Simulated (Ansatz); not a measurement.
```
Sc Ta F
1.0
     5.75757    0.00000    0.00000
    -2.87878    4.98620    0.00000
     0.00000    0.00000    5.72554
Sc Ta F
2 1 3
Direct
  0.66667 0.33333 0.50000
  0.33333 0.66667 0.50000
  0.33333 0.66667 0.00000
  0.14352 0.85648 0.50000
  0.14352 0.28705 0.50000
  0.71295 0.85648 0.50000
```

Space group P-6m2; a structure generated by program, which may or may not match a known phase; spin-polarised.

Level of theory: DFT PBE, scalar-relativistic, plane waves, PAW (Ansatz).

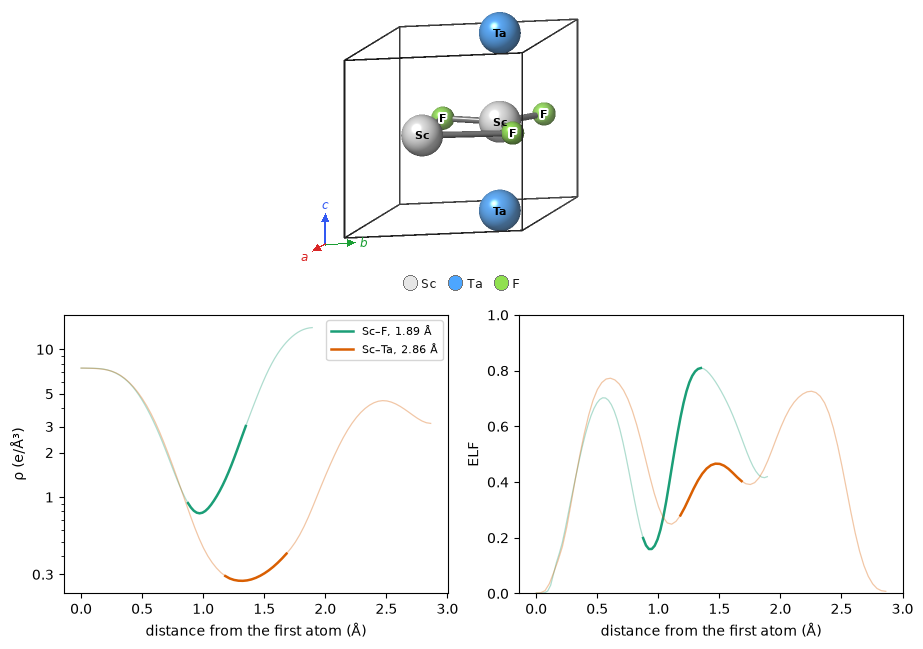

Sc₂TaF₃. Valence charge density (pseudo) and electron localisation function along straight lines between neighbouring atoms. Thin, pale parts lie inside the atomic spheres. The structure is drawn too.

The density is the valence pseudo-density of a PAW calculation; it isn't the true density close to the nuclei.

Compare the contacts.

Sc–F (1.89 Å): ρ is about 0.78 e/Å³ halfway; the ELF peaks at about 0.80 in the valence shell of F, 0.5 Å from its nucleus, and drops to about 0.15 between the two atoms (no localised pair shows between them).
Sc–Ta (2.86 Å): ρ is about 0.28 e/Å³ halfway; the ELF is about 0.45 at the midpoint.
